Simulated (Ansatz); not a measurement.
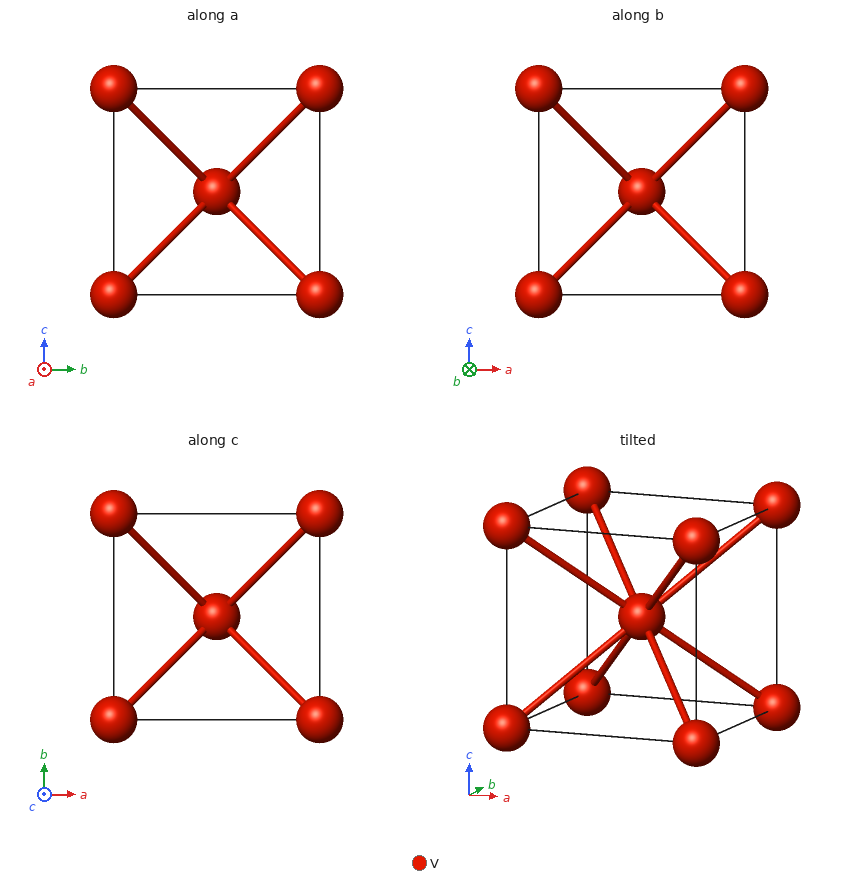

A ball-and-stick picture of a crystal structure, seen along the a axis, along the b axis, along the c axis and slightly off an axis. The conventional unit cell is outlined; an atom on or near a face, edge or corner is repeated at each equivalent position.

Lattice parameters: a = 3.003 Å, b = 3.003 Å, c = 3.003 Å, α = 90.00°, β = 90.00°, γ = 90.00°. Put a along x and b in the xy plane.

Transcribe the picture into a POSCAR file.

Answer.
```
V
1.0
     3.003    0.000    0.000
     0.000    3.003    0.000
     0.000    0.000    3.003
V
2
Direct
  0.0000 0.0000 0.0000
  0.5000 0.5000 0.5000
```

Starting structure: the standard structure of this element. Earlier steps of the study may have refined or changed the cell and positions. A calculation with Ansatz used it as input.
